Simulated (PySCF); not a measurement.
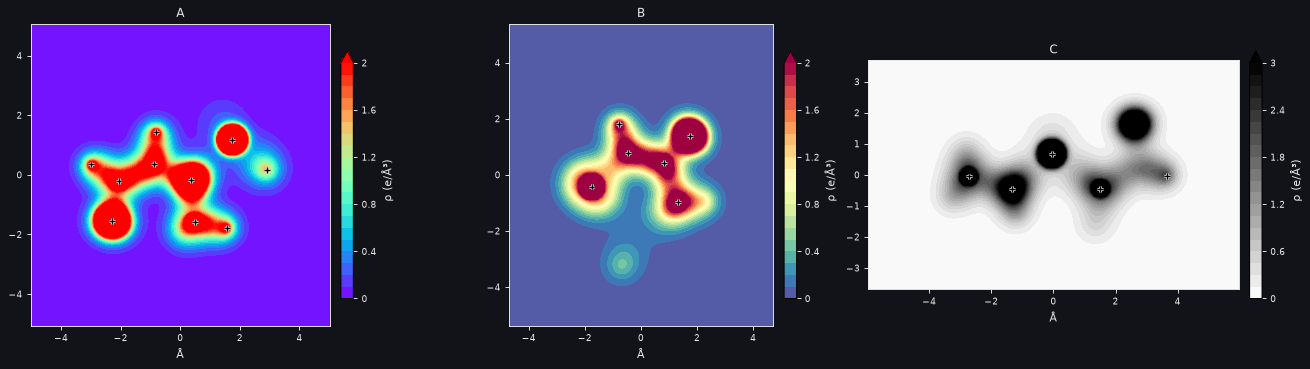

The total electron density of 3 systems, each on a plane through atoms (crosses mark nuclei in the plane).

Computed with PBE0/pcSseg-1, SCF density, gas phase, non-relativistic (PySCF 2.14.0).

System 1: C4H8AlFS, the plane of atoms C3, C4 and C6. Geometry: GFN2-xTB.

```xyz
15

C     1.9957   -0.1522    0.2735
S     0.9589    0.0634   -1.2123
C    -0.3219   -1.1239   -0.9750
C    -1.2239   -0.9710   -0.0031
F    -2.2046   -1.8998    0.0804
C    -1.2712    0.1308    0.9755
Al   -0.5308    1.6972   -0.1131
H     1.9927   -1.1996    0.5544
H     1.6310    0.4780    1.0870
H     2.9976    0.1559   -0.0082
H    -0.3450   -1.9414   -1.6755
H    -0.6397   -0.1154    1.8439
H    -2.2936    0.1822    1.3705
H     0.5745    2.5956    0.5088
H    -1.3241    2.1082   -1.3834
```

System 2: C5H8F3NSi, the plane of atoms N4, Si5 and C6. Geometry: GFN2-xTB.

```csv
atom,x (Å),y (Å),z (Å)
C,3.7256,0.5948,0.9924
C,3.0900,0.0462,0.1397
C,2.2524,-0.5552,-0.8840
N,0.8697,-0.1243,-0.7980
Si,-0.2742,-0.9077,0.1988
C,-1.8758,0.1410,-0.0898
F,-1.7846,1.3382,0.5773
F,-2.0142,0.5096,-1.4040
C,-3.1408,-0.5831,0.3353
F,-2.8341,-1.5638,1.2427
H,4.3092,1.0572,1.7316
H,2.6537,-0.2946,-1.8713
H,2.2759,-1.6422,-0.7726
H,0.7706,0.8634,-0.9898
H,-0.0768,-0.9130,1.6498
H,-0.5071,-2.2436,-0.3474
H,-3.5896,-1.0733,-0.5326
H,-3.8589,0.0920,0.8102
```

System 3: C4H10AlFO, the plane of atoms C5, C6 and H17. Geometry: GFN2-xTB.

```yaml
atoms:
  - { symbol: C, position_ang: [2.2364, -0.7092, -0.9720] }
  - { symbol: Al, position_ang: [0.5086, 0.0540, -1.6482] }
  - { symbol: O, position_ang: [-0.5004, 0.3995, -0.0143] }
  - { symbol: C, position_ang: [-0.8845, 1.6339, 0.5601] }
  - { symbol: C, position_ang: [-0.7967, -0.7498, 0.6403] }
  - { symbol: C, position_ang: [-1.4189, -0.9454, 1.7909] }
  - { symbol: F, position_ang: [-1.9046, 0.0302, 2.5863] }
  - { symbol: H, position_ang: [2.4463, -0.6312, 0.1032] }
  - { symbol: H, position_ang: [2.3322, -1.7756, -1.2175] }
  - { symbol: H, position_ang: [3.0876, -0.2293, -1.4703] }
  - { symbol: H, position_ang: [-0.5513, -0.9387, -2.2591] }
  - { symbol: H, position_ang: [0.4023, 1.5362, -2.1503] }
  - { symbol: H, position_ang: [-0.5334, 2.3978, -0.1317] }
  - { symbol: H, position_ang: [-1.9698, 1.6951, 0.6591] }
  - { symbol: H, position_ang: [-0.4164, 1.7741, 1.5361] }
  - { symbol: H, position_ang: [-0.4482, -1.6043, 0.0743] }
  - { symbol: H, position_ang: [-1.5963, -1.9253, 2.2022] }
```

Which map belongs to which system?

Panel A is system 3, C4H10AlFO: the plane holds Al, O, C, F and H. C–C (1.32 Å): ρ is about 2.3 e/Å³ halfway. Panel B is system 1, C4H8AlFS: the plane holds S, C, F and H. C–C (1.33 Å): ρ at the midpoint is about 2.3 e/Å³. Panel C is system 2, C5H8F3NSi: the plane holds C, N, Si and H. C–N (1.45 Å): the density is about 1.9 e/Å³ at the midpoint.
